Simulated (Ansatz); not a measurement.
```yaml
atoms:
  - { symbol: F, position_ang: [-2.1005, 1.0829, -2.5562] }
  - { symbol: Ge, position_ang: [0.4367, 1.4118, 0.0206] }
  - { symbol: N, position_ang: [-1.2736, 1.0311, 0.3550] }
  - { symbol: Sn, position_ang: [-2.2551, 2.3367, -1.0416] }
  - { symbol: H, position_ang: [-0.1648, 2.6799, -0.9901] }
  - { symbol: H, position_ang: [-1.5992, 0.2554, 0.9254] }
```

Geometry: PBE0-D3(BJ)/def2-SVP; core potentials replace the inner electrons of Sn.

Method: Ansatz, isolated molecule in a Gaussian basis; Kohn-Sham density functional theory, functional PBE0.

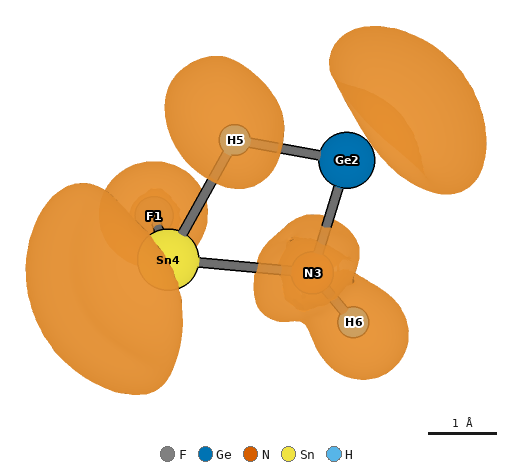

FGeH₂NSn. Isosurface of the ELF at 0.75 (orange), seen at a tilt. Only the valence region is drawn (cores and ρ < 0.01 e/Å³ removed).

Where are the electrons localised?

Answer. At this value the surface marks out one region around a hydrogen nucleus, one lobe on Ge, pointing away from the bonds (lone pairs), one lobe on Sn, pointing away from the bonds (lone pairs), one region wrapped around F (its valence shell) and one joined region spread over several atoms (H, N), in which their bonds and any lone pairs are merged.

Values along the shortest contacts:
Ge–N (1.78 Å): the ELF peaks at about 0.85 in the valence shell of N, 0.6 Å from its nucleus, and is about 0.35 at the midpoint. Sn–F (1.97 Å): the ELF peaks at about 0.80 in the valence shell of F, 0.5 Å from its nucleus, and drops to about 0.15 between the two atoms.
